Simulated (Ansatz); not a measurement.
TiAl: pressure series

Base system: TiAl (space group P4/mmm, No. 123).

TiAl is taken in the tetragonal space group P4/mmm (No. 123), Pearson symbol tP2. Cell: a = b = 2.8243 Å, c = 4.0708 Å, α = β = γ = 90.00°. Ti on 1a is coordinated by 4 Ti at 2.824 Å and 8 Al at 2.852 Å (cuboctahedral). Al on 1d is surrounded by 4 Al at 2.824 Å and 8 Ti at 2.852 Å (cuboctahedral). (Neighbours: up to the widest gap in distance over summed covalent radii, below 1.35, at either atom.)

Cell and atoms are relaxed at each pressure.

Computed with PBE in Ansatz (plane waves to 420 eV, PAW, scalar-relativistic without spin-orbit coupling).

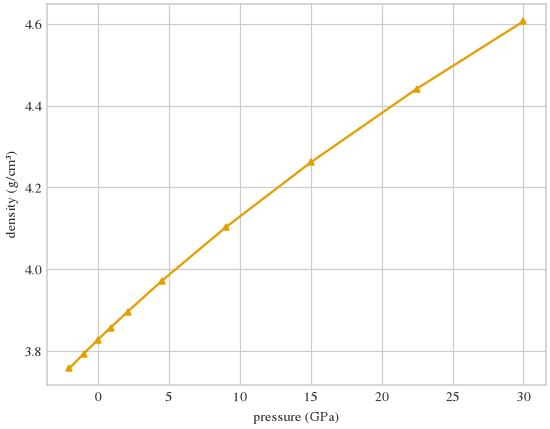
Figure: Density against pressure

### Question
From the plot, what is the density for pressure 22.5 GPa?

### Answer
About 4.44 g/cm³.

### Question
Is the trend monotonic over the range shown?

### Answer
Yes, it rises throughout, spanning 3.76 g/cm³ to 4.61 g/cm³.

Load acts through the strain it causes; cell and atoms are relaxed under it. No phonon test of stability was made. Competing high-pressure phases were not computed. The final runs are not spin-polarised.

Ansatz is a first-principles code.
